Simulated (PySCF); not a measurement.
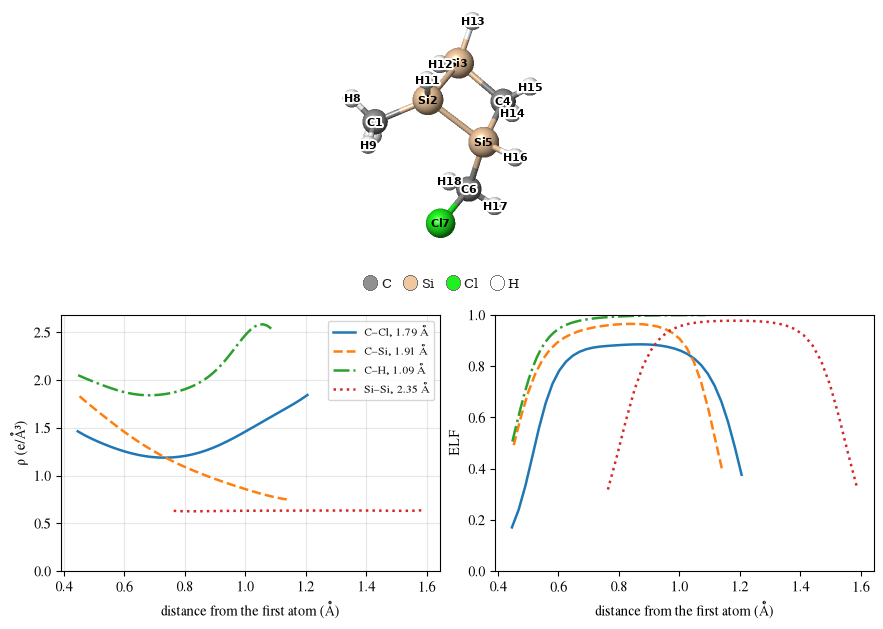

The picture shows: C3H11ClSi3. Electron density and ELF along straight lines between neighbouring atoms. The curves leave out the atomic cores. The structure is drawn too.

Geometry: GFN2-xTB.

The calculation used CAM-B3LYP/def2-SVPD, SCF density, gas phase (PySCF 2.14.0).

```yaml
atoms:
  - { symbol: C, position_ang: [-1.9788, -1.5591, -0.5398] }
  - { symbol: Si, position_ang: [-1.2284, -0.2529, 0.6264] }
  - { symbol: Si, position_ang: [-0.9446, 1.9395, -0.1865] }
  - { symbol: C, position_ang: [0.9342, 1.7628, 0.2375] }
  - { symbol: Si, position_ang: [1.1149, -0.1008, 0.7149] }
  - { symbol: C, position_ang: [1.9572, -0.9972, -0.7601] }
  - { symbol: Cl, position_ang: [1.8172, -2.7628, -0.5297] }
  - { symbol: H, position_ang: [-3.0547, -1.4397, -0.6338] }
  - { symbol: H, position_ang: [-1.7908, -2.5633, -0.1709] }
  - { symbol: H, position_ang: [-1.5491, -1.4924, -1.5350] }
  - { symbol: H, position_ang: [-1.9261, -0.4103, 1.9181] }
  - { symbol: H, position_ang: [-1.1242, 2.1996, -1.6224] }
  - { symbol: H, position_ang: [-1.5435, 3.0979, 0.4882] }
  - { symbol: H, position_ang: [1.5893, 2.0783, -0.5723] }
  - { symbol: H, position_ang: [1.1953, 2.3959, 1.0838] }
  - { symbol: H, position_ang: [2.0255, -0.3330, 1.8468] }
  - { symbol: H, position_ang: [3.0192, -0.7836, -0.8530] }
  - { symbol: H, position_ang: [1.4786, -0.7724, -1.7102] }
```

Question: What can be read from the curves?

Answer: C–Cl (1.79 Å): the density is about 1.3 e/Å³ at the midpoint; the ELF peaks at about 0.90 between the atoms (a covalent bond).
C–Si (1.91 Å): ρ at the midpoint is about 0.91 e/Å³; the ELF peaks at about 0.95 between the atoms; a shared electron pair.
C–H (1.09 Å): ρ is about 1.9 e/Å³ halfway; the ELF climbs to about 1 towards the hydrogen, as it does in any bond to H: a covalent bond by its length.
Si–Si (2.35 Å): ρ is about 0.63 e/Å³ halfway; the ELF peaks at about 1 between the atoms: a covalent bond.
